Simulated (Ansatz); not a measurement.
```xyz
9

Ga   -1.0256   -0.0271   -0.9494
F     0.6923   -0.1449   -1.9730
H    -1.6872   -1.4319   -0.9579
H    -1.5935    1.4070   -1.1312
H     0.8453   -0.0768   -0.8046
Si    0.6521    0.0447    1.0599
H     1.4195    1.2688    1.4039
H     1.3504   -1.1684    1.5581
H    -0.6532    0.1286    1.7943
```

A transition-state structure; geometry: PBE0-D4/def2-TZVP.

Level of theory: RKS PBE0-D4/def2-TZVPP (Ansatz).

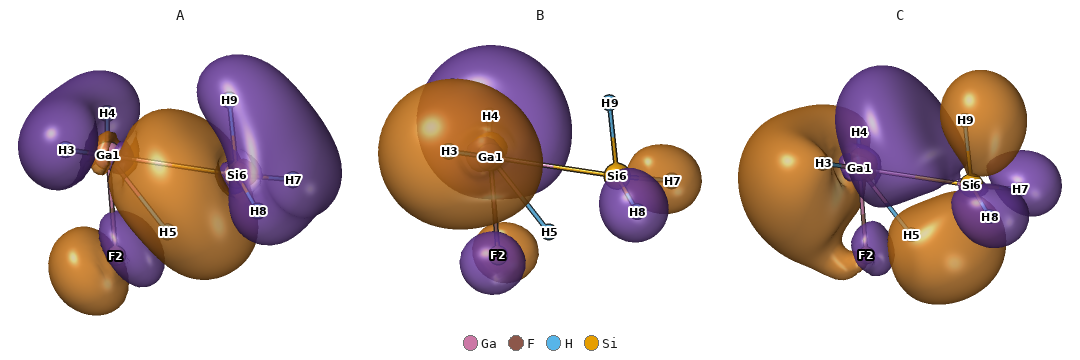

FGaH6Si. Three frontier orbitals at ±0.06 Å⁻³ᐟ² (orange and purple are the two phases), in no order.

Q: Order the three orbitals by energy and name them.

A: B is the HOMO−1 (−9.10 eV). It lies mainly on Ga1 (about 35 %), H3 (about 25 %) and H4 (about 25 %). A is the HOMO (−7.81 eV). It lies mainly on Si6 (about 35 %), F2 (about 20 %), Ga1 (about 15 %) and H5 (about 10 %). C is the LUMO (−1.36 eV). Its weight (Hirshfeld) is mainly on Ga1 (about 45 %), Si6 (about 20 %), H5 (about 10 %) and H9 (about 5 %).

Q: What is the HOMO–LUMO gap?

A: 6.45 eV between the orbital energies.
